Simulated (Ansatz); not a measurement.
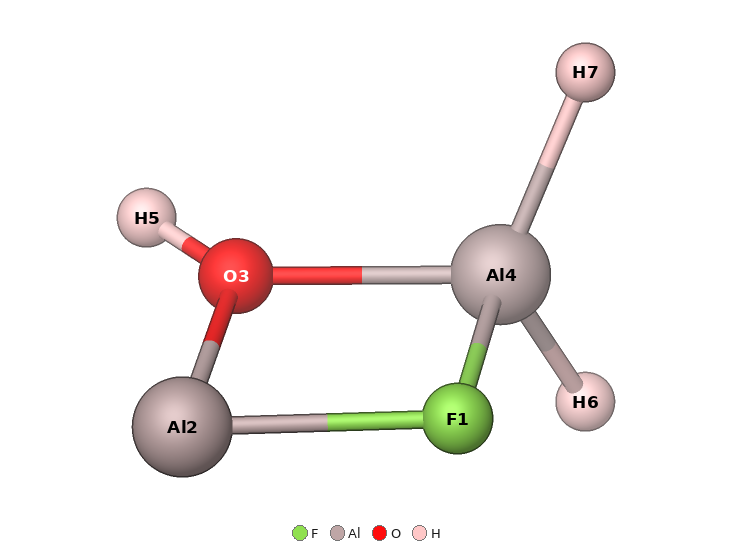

Depth is shown by fading: the farther an atom, the more it takes the colour of the background. The geometry was computed by an optimisation with PBE0-D4/def2-TZVP. No frequency run is at hand to confirm it as a minimum.

How is the 4-membered ring F1–Al2–O3–Al4 puckered?

Answer. It is planar. The Cremer–Pople amplitude Q is 0.00 Å.

Give the torsion angles round the ring, beginning with the bond from its second to its third atom.

Answer. 0°, 0°, 0°, 0°.
